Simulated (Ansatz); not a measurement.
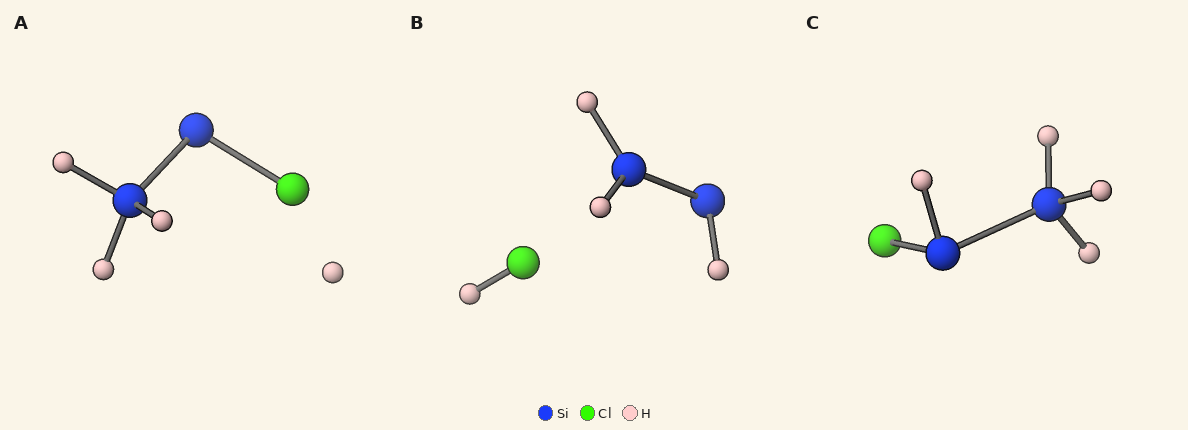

3 stationary structures of one formula. The species has charge −1 and is a spin singlet. Geometries: PBE-D4/def2-SVPD. Electronic energies: PBE-D4/def2-SVPD (Ansatz 0.2.0), without zero-point energy. No frequency run is at hand to confirm each as a minimum. Each is one conformer, not always the lowest.

Which structure is the most stable?

C is lowest (C1); B lies 236.4 kJ/mol above it (C1), A lies 318.8 kJ/mol above it (C1).
